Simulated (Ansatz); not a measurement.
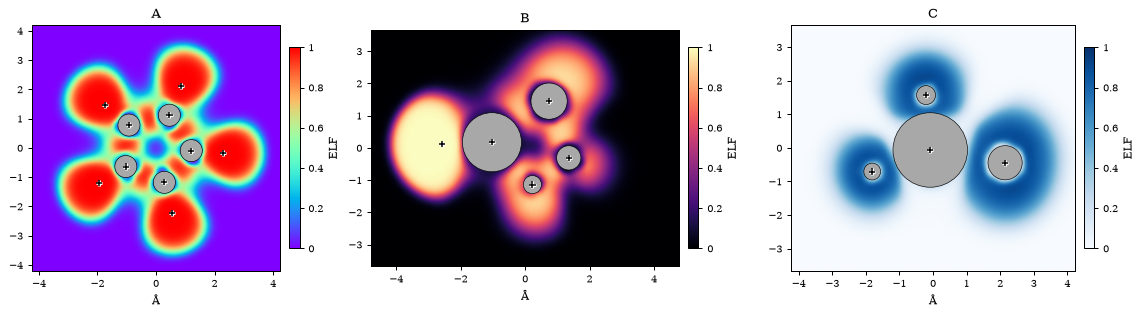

The electron localisation function of 3 systems, each on a plane through atoms (crosses mark nuclei in the plane; grey discs cover the cores).

Computed with RKS PBE0-D4/def2-TZVPP in Ansatz.

System 1: CH₃GaOS, the plane of atoms C1, O2 and Ga3. Geometry: PBE0-D4/def2-TZVP.

```yaml
atoms:
  - { symbol: C, position_ang: [-0.4765, 0.8778, -0.0238] }
  - { symbol: O, position_ang: [0.3633, 0.3153, 0.9450] }
  - { symbol: Ga, position_ang: [0.7031, -1.2475, 0.0802] }
  - { symbol: S, position_ang: [-0.6103, -0.3501, -1.4183] }
  - { symbol: H, position_ang: [-0.0628, 1.8077, -0.4243] }
  - { symbol: H, position_ang: [-1.4804, 1.0598, 0.3703] }
  - { symbol: H, position_ang: [1.5635, -2.4631, 0.4709] }
```

System 2: Cl₂F₂MoO, the plane of atoms O1, Mo2 and F4. Geometry: PBE0-D4/def2-TZVP; core potentials replace the inner electrons of Mo.

```xyz
6

O    -0.9032    0.0181   -1.4660
Mo   -0.0657   -0.0759   -0.0614
F    -1.2545   -0.6997    1.2002
F     0.5939   -1.7939    0.0247
Cl    2.0374    0.5324   -0.6358
Cl   -0.3658    1.9549    0.8921
```

System 3: C₅H₅Cu (SMILES [CH]12[CH]3[CH]4[CH]5[CH]1[Cu]2345), the plane of atoms C1, C5 and H11. Geometry: PBE0-D4/def2-TZVP.

```tsv
atom	x (Å)	y (Å)	z (Å)
C	-0.7300	-0.8739	-0.4354
C	-0.3594	-0.7046	0.9277
C	0.3322	0.5332	1.0448
C	0.3889	1.1289	-0.2459
C	-0.2677	0.2593	-1.1607
Cu	1.4500	-0.7818	-0.2974
H	-1.3032	-1.6952	-0.8397
H	-0.6021	-1.3749	1.7390
H	0.7062	0.9667	1.9606
H	0.8135	2.0937	-0.4812
H	-0.4285	0.4487	-2.2118
```

**Which map belongs to which system?**

Panel A is system 3, C₅H₅Cu: the plane holds C and H. C–C (1.42 Å): the ELF peaks at about 0.95 between the atoms; localised, covalent bonding. Panel B is system 1, CH₃GaOS: the plane holds C, O, Ga, S and H. C–O (1.40 Å): the ELF peaks at about 0.85 between the atoms; a polar covalent bond. Panel C is system 2, Cl₂F₂MoO: the plane holds O, Mo, F and Cl. Mo–O (1.64 Å): the ELF peaks at about 0.80 in the valence shell of O, 0.5 Å from its nucleus, and drops to about 0.45 between the two atoms.
